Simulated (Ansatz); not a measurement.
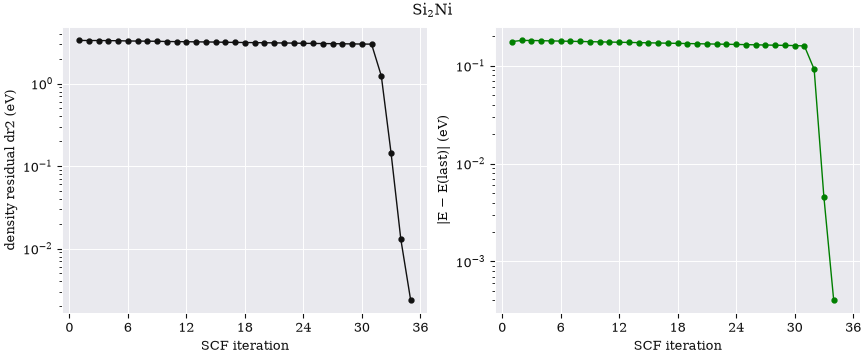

The plot shows the SCF iterations of a calculation: density residual dr2, distance of the Harris–Foulkes energy from its last value. The starting density is a sum of atomic densities corrected by a trained network.

Si2Ni (slab, 15 atoms in the cell), run with Ansatz.

```
crystal:
  lattice:
    - [3.8123023665, 0.0, 0.0]
    - [0.0, 3.8123023665, 0.0]
    - [0.0, 0.0, 27.1306718489]
  atoms:
    - { symbol: Si, position: [0.5, 0.0, 0.2768181467] }
    - { symbol: Si, position: [0.0, 0.5, 0.2768181467] }
    - { symbol: Ni, position: [0.5, 0.5, 0.3314839954] }
    - { symbol: Si, position: [0.0, 0.5, 0.3775780436] }
    - { symbol: Si, position: [0.5, 0.0, 0.3775780436] }
    - { symbol: Ni, position: [0.0, 0.0, 0.4270202633] }
    - { symbol: Si, position: [0.5, 0.0, 0.4756732724] }
    - { symbol: Si, position: [0.0, 0.5, 0.4756732724] }
    - { symbol: Ni, position: [0.5, 0.5, 0.5240045065] }
    - { symbol: Si, position: [0.0, 0.5, 0.574200373] }
    - { symbol: Si, position: [0.5, 0.0, 0.574200373] }
    - { symbol: Ni, position: [0.0, 0.0, 0.6208157078] }
    - { symbol: Si, position: [0.5, 0.0, 0.6743001269] }
    - { symbol: Si, position: [0.0, 0.5, 0.6743001269] }
    - { symbol: Ni, position: [0.5, 0.5, 0.7153355417] }
basis:
  ecutwfc: 420
kpoints:
  mp_grid: { grid: [9, 9, 1] }
hamiltonian:
  xc: pbesol
scf:
  occupations: { method: gaussian, width: 0.1 }
  mixing: { algorithm: anderson, beta: 0.001, ndim: 1 }
  max_iter: 60
output:
  forces: true
  eigenvalues: true
efield:
  axis: 3
  dipole_correction: true
  ramp_width: 0.04
```

Command:
```bash
ansatz run input.yaml --threads 2 --pin off --max-ram 5120MiB --backend cpu --events-out ev --progress --plain --runs-dir out
```

How did this run end?

Answer. It did not finish: the time limit cut it off after 35 iterations. The residual is still falling at the last step (down to 2.4 × 10⁻³). After iteration 31 the program gave up density mixing and went on by direct minimisation of the free energy.

What is the residual at the start and at the end?

Answer. It starts near 3 and ends near 2.4 × 10⁻³ eV.

Why did it fail, and what helps?

Answer. The input holds a fault, mixing far too weak: scf.mixing set to {"algorithm": "anderson", "beta": 0.001, "ndim": 1}. The plot doesn't show it to be the cause; the time allowed was short.
